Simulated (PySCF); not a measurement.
H2S, SMILES `S`.

Level of theory: PBE0/6-311G** (PySCF), at a geometry from GFN2-xTB. No frequency check shows the geometry to be a minimum. GFN2-xTB bond lengths at metals and heavier atoms can be off by up to 0.1 Å and shapes distorted, which carries into these values.

The calculation's input:

```python
import numpy as np
from pyscf import gto, scf, dft
from pyscf.scf import atom_ks, atom_hf
from scipy.linalg import block_diag

def solve(mol, dm0=None, hcore=None):
    mf = (dft.UKS if mol.spin else dft.RKS)(mol, xc='pbe0')
    mf.grids.level = 3
    mf = mf.density_fit(auxbasis='def2-universal-jkfit')
    mf.conv_tol, mf.max_cycle = 1e-8, 80
    if hcore is not None:
        mf.get_hcore = lambda *args: hcore
    mf.kernel(dm0)
    if not mf.converged:
        mf = mf.newton().run(mf.mo_coeff, mf.mo_occ, max_cycle=30)
    assert mf.converged, 'SCF not converged'
    return mf

mol = gto.M(atom='''
S      0.00000    -0.10207     0.00000
H      0.95743     0.81655     0.00000
H     -0.95740     0.81657     0.00000
''', basis='6-311g**', charge=0, spin=0, verbose=4)
mf = solve(mol)
mf.analyze()
# spherically averaged free atoms, for the promolecule
atm = atom_ks.get_atm_nrks(mol, xc='pbe0')
pro = block_diag(*[(atm[a[0]][2] * atm[a[0]][3]) @ atm[a[0]][2].T for a in mol._atom])
np.savez('result.npz', e=mf.e_tot, c=mf.mo_coeff, occ=mf.mo_occ, eps=mf.mo_energy, pro=pro, dip=mf.dip_moment(verbose=0), s2=mf.spin_square()[0])
```

Run with:

```sh
OMP_NUM_THREADS=1 python input.py
```

The run took 1.3 s on 1 thread of Intel(R) Xeon(R) 6975P-C (Granite Rapids), with other jobs on the host, peak memory 0.17 GiB.

Partitions, critical points and surface values were worked out afterwards from this run's density.

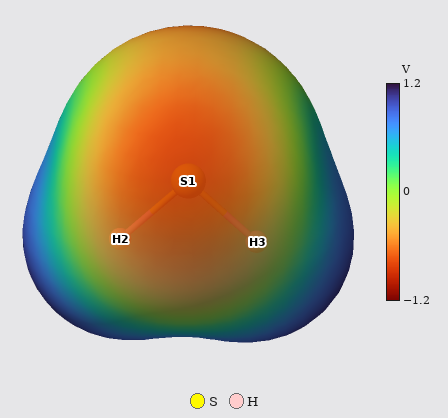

Electrostatic potential on the surface of electron density 0.001 a.u.

Question: Where are the extremes of the potential on the surface?

Answer: Highest: 1.13 V, 1.4 Å from H3, and at like points elsewhere. Lowest: −0.83 V, 2.3 Å from S1, and at like points elsewhere. The surface is sampled at points, so like sites can differ by a few per cent and only the strongest of them is named.
